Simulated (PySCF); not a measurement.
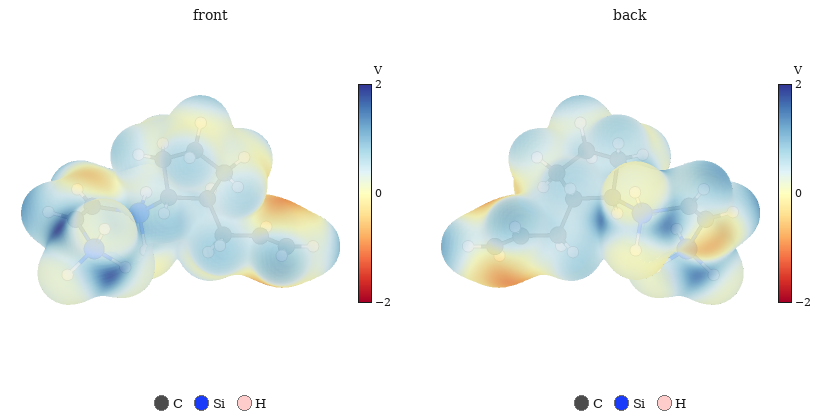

Figure 1: C$_{10}$H$_{20}$Si$_{2}$. The electrostatic potential painted on the density surface at 0.004 e/bohr³, seen from the front and from behind; the colour scale runs from red (negative) to blue (positive).

Geometry: PBE0-D3(BJ)/def2-SVP.

The calculation used PBE0/pcSseg-1, SCF density, gas phase, non-relativistic in PySCF 2.14.0.

| atom | x (Å) | y (Å) | z (Å) |
| --- | --- | --- | --- |
| C | -3.8839 | 2.0038 | 0.9584 |
| C | -3.1238 | 1.5443 | -0.0366 |
| C | -1.6506 | 1.3012 | 0.0372 |
| C | -1.2680 | -0.1560 | -0.2196 |
| C | -1.8338 | -1.1470 | 0.8250 |
| C | -0.7273 | -2.1870 | 1.0870 |
| C | 0.3337 | -1.9318 | 0.0126 |
| C | 0.2487 | -0.4211 | -0.2231 |
| Si | 1.1612 | 0.1554 | -1.7735 |
| C | 2.9745 | -0.3636 | -1.7247 |
| C | 3.8860 | -0.0325 | -0.7905 |
| Si | 3.6134 | 1.0799 | 0.6953 |
| H | -3.4522 | 2.2538 | 1.9333 |
| H | -4.9601 | 2.1533 | 0.8371 |
| H | -3.5988 | 1.3069 | -0.9981 |
| H | -1.2687 | 1.6086 | 1.0264 |
| H | -1.1427 | 1.9407 | -0.7074 |
| H | -1.6616 | -0.4422 | -1.2137 |
| H | -2.7647 | -1.6091 | 0.4643 |
| H | -2.1018 | -0.6106 | 1.7492 |
| H | -1.0989 | -3.2227 | 1.0756 |
| H | -0.2821 | -2.0227 | 2.0811 |
| H | 0.0693 | -2.4677 | -0.9169 |
| H | 1.3403 | -2.2690 | 0.3032 |
| H | 0.6912 | 0.0946 | 0.6511 |
| H | 1.0503 | 1.6377 | -1.9560 |
| H | 0.5321 | -0.5037 | -2.9629 |
| H | 3.3070 | -1.0299 | -2.5347 |
| H | 4.8993 | -0.4494 | -0.8942 |
| H | 4.8308 | 1.9150 | 0.9279 |
| H | 3.3672 | 0.2688 | 1.9296 |
| H | 2.4376 | 1.9760 | 0.4767 |

> Describe the electrostatic potential map.

The most negative region (about −0.8 V) lies over the π face of C1 and C2, the most positive (about +1.6 V) over Si12.
